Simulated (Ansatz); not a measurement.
Amorphous Hf₁₈O₃₉Y₂

Preparation: random packing, a CHGNet melt and quench, and a DFT relaxation. O atoms were pushed apart under 1.9 Å during the dynamics, to hinder bonds among them. The hot cell started wider than the set density and was brought back towards it in steps. It is the lowest in DFT energy of 2 quenches. It is a model cell: composition and starting density were chosen by hand, and all elements were melted together. No dispersion term was used.

Methods: PBE, scalar-relativistic without spin-orbit coupling (Ansatz, a first-principles code); r2SCAN, scalar-relativistic without spin-orbit coupling (Ansatz); HSE06, scalar-relativistic without spin-orbit coupling (Ansatz). Geometry, pressure, stress and energy are those of the PBE run. Its sampling: a 2×2×2 Γ-centred mesh; Fermi-Dirac width 0.02 eV; no spin polarisation. Other functionals are single points at the zone centre (r2SCAN at 500 eV; exact exchange cut at the cell's faces), free to take moments where seeds were set. At PBE the levels at the filled edge of the gap are localised (band-tail or defect states).

The number of atoms in the cell is 59 and the density (volume relaxed, without dispersion) comes out as 8.54 g/cm³. The volume per atom is 13.23 Å³. The pressure on a 2×2×2 Γ-centred mesh is 0.11 GPa, the largest force and stress component on that mesh (the relaxation ran on the zone centre alone) comes out as 0.11 eV/Å and 2.7 GPa and the level gap on a 2×2×2 Γ-centred mesh (PBE) comes out as 3.91 eV. The level gap at the zone centre (PBE) is 3.92 eV and the level gap at the zone centre (r2SCAN) is 4.36 eV. The level gap at the zone centre (HSE06) is 5.46 eV.

Cut-offs for bonds: Hf-Hf 3.34 Å, Hf-O 2.66 Å, Hf-Y 3.54 Å, O-O 1.58 Å, O-Y 2.82 Å, Y-Y 3.74 Å. Two cations that share two anions don't count as bonded, nor two that share one unless they lie closer than Hf-Hf 3.25 Å, Hf-Y 3.45 Å, Y-Y 3.64 Å.

```yaml
Mean coordination of Hf by anions: 6.33 (1 with 5, 11 with 6, 5 with 7, 1 with 8)
Mean coordination of O: 3.23 (2 with 2, 26 with 3, 11 with 4)
Mean coordination of Y by anions: 6.00 (2 with 6); 2 close contacts or bonds to cations besides
Mean Hf-O bond: 2.147 Å (spread 0.121 Å, 114 counted)
Mean O-Y bond: 2.341 Å (spread 0.122 Å, 12 counted)
```

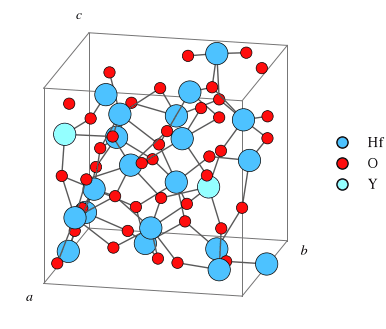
Figure. The relaxed cell

Its density started from a set value of 8.63 g/cm³. Cooling (nominally 380 K/ps over its main leg) ran many orders faster than in experiment, which tends to leave more defects and strain. One small periodic cell is one sample of the glass; other quenches scatter about these values. The volume was free in the relaxation, at fixed shape. Stress components on the final sampling reach 2.7 GPa.
